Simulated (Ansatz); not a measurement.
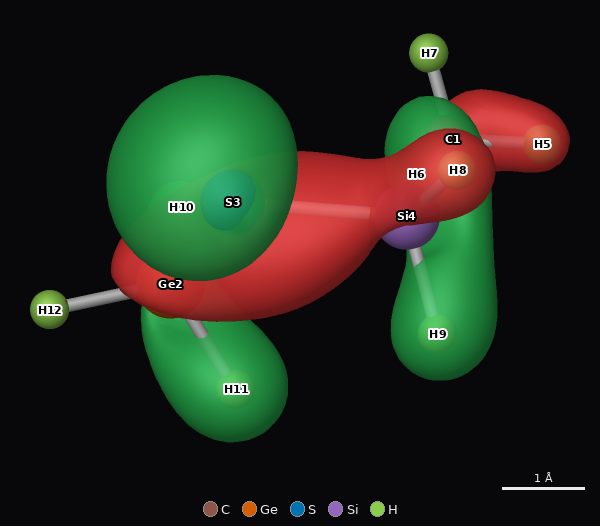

*CH8GeSSi (SMILES C[SiH2][S][GeH3]). The HOMO−1 at ±0.1 Å⁻³ᐟ² (green and red are the two phases), seen at an oblique angle.*

Geometry: B3LYP-D3(BJ)/def2-SVP.

Method: Ansatz, isolated molecule in a Gaussian basis; Kohn-Sham density functional theory, functional PBE0.

```yaml
atoms:
  - { symbol: C, position_ang: [0.9306, 1.7153, 0.4024] }
  - { symbol: Ge, position_ang: [2.7241, -0.1767, -2.4752] }
  - { symbol: S, position_ang: [3.7697, 1.4904, -1.3862] }
  - { symbol: Si, position_ang: [2.0554, 2.6612, -0.7708] }
  - { symbol: H, position_ang: [0.1045, 2.3597, 0.7461] }
  - { symbol: H, position_ang: [0.4911, 0.8342, -0.0915] }
  - { symbol: H, position_ang: [1.4947, 1.3689, 1.2823] }
  - { symbol: H, position_ang: [2.6378, 3.8566, -0.0995] }
  - { symbol: H, position_ang: [1.2810, 3.0964, -1.9705] }
  - { symbol: H, position_ang: [2.0954, -1.1717, -1.4780] }
  - { symbol: H, position_ang: [1.6202, 0.4090, -3.3798] }
  - { symbol: H, position_ang: [3.8063, -0.8785, -3.3125] }
```

Question: What is the character of this orbital?

Answer: It lies mainly on S3 (about 55 %), Ge2 (about 10 %) and Si4 (about 10 %). Its energy is −8.53 eV.
